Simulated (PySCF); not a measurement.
# WNBr: frequency calculation

System: WNBr.
Method: RKS-based PBE0, W def2-TZVP with ECP60, N def2-TZVP, Br def2-TZVP; non-relativistic Hamiltonian with a scalar-relativistic core potential; density fitting (PySCF 2.14.0).

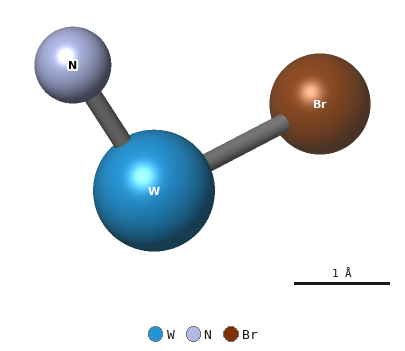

The structure as given in the input (ball-and-stick view, seen at a tilt). Sticks mark near contacts.

Summary

- outcome: converged
- total energy: −2695.603134 hartree
- HOMO: −5.97 eV
- LUMO: −3.57 eV
- zero-point energy: 0.003882 hartree
- dipole moment: 3.48 D
- wavenumbers, lowest and highest: 231 and 1178 cm⁻¹
- hardware: 4 threads of AMD EPYC (Zen 5), 32 GiB of memory available, shared host
- wall time: 22 s (CPU time 81 s)
- peak memory: 1.1 GiB

Input file
```python
from pyscf import gto, scf, dft
mol = gto.M(atom='''
W     -0.472383     0.000000    -0.455808
N     -1.743330     0.000000     0.590831
Br     1.411483     0.000000     0.959394''',
    basis={'W': 'def2-TZVP', 'N': 'def2-TZVP', 'Br': 'def2-TZVP'},
    ecp={'W': 'def2-TZVP'},
    charge=0, spin=0)
mf = dft.RKS(mol, xc='PBE0')
mf.grids.atom_grid = (75, 302)
aux = {'W': 'def2-universal-JKFIT', 'N': 'def2-universal-JKFIT', 'Br': 'def2-universal-JKFIT'}
mf = mf.density_fit(auxbasis=aux)
mf.conv_tol = 1e-09
mf.diis_space = 10
mf.max_cycle = 60
mf.verbose = 4
mf.kernel()
```

The script is an equivalent of the set-up of the self-consistent field. The run itself was carried out by a driver, which started from the orbitals of the step before it where there was one and computed the further properties.

Command:
```bash
OMP_NUM_THREADS=4 python axn.py task.json out
```

Log
```
init E= -2695.60313351301
  HOMO = -0.219514495287457  LUMO = -0.131344328071179  gap/eV = 2.39923
cycle= 1 E= -2695.603133513  delta_E= 1.09e-11  |g|= 1.41e-05  |ddm|= 1.21e-05
  HOMO = -0.219512763545074  LUMO = -0.131342369066273  gap/eV = 2.39924
cycle= 2 E= -2695.60313351244  delta_E= 5.63e-10  |g|= 5.36e-05  |ddm|= 3.62e-05
  HOMO = -0.219514315284696  LUMO = -0.131344125343678  gap/eV = 2.39923
cycle= 3 E= -2695.60313351303  delta_E= -5.93e-10  |g|= 3.15e-06  |ddm|= 2.89e-05
  HOMO = -0.21951413881486  LUMO = -0.131343880316705  gap/eV = 2.39923
cycle= 4 E= -2695.60313351303  delta_E= -2.27e-12  |g|= 6.13e-07  |ddm|= 2.15e-06
  HOMO = -0.219514041232859  LUMO = -0.131343728635133  gap/eV = 2.39924
Extra cycle  E= -2695.60313351304  delta_E= -5.46e-12  |g|= 1.45e-06  |ddm|= 2.92e-06
converged SCF energy = -2695.60313351304
```

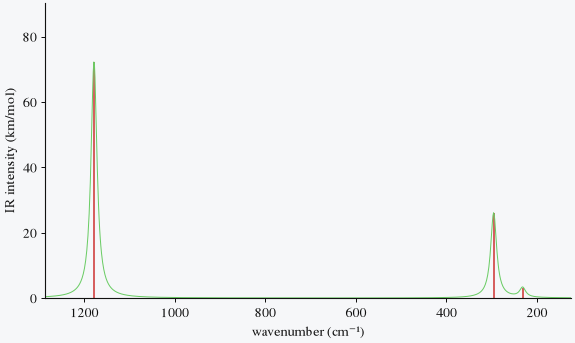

Harmonic infrared spectrum, unscaled: sticks (degenerate modes added up, dark ones marked on the axis) with a Lorentzian envelope of 16 cm⁻¹ full width, scaled to the tallest stick. 3 modes from 231 to 1178 cm⁻¹, none imaginary. The strongest line is at 1178 cm⁻¹ (72 km/mol). All modes, in cm⁻¹ (km/mol): 231 (3.0), 295 (26), 1178 (72).

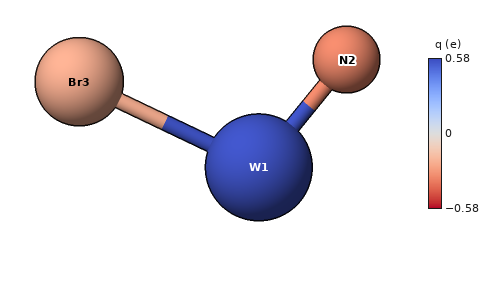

Mulliken charges, as the colour of each atom (ball-and-stick view, seen at an oblique angle; atoms are numbered from 1 in the order of the input). By element: W +0.55, N −0.33 and Br −0.22 e.
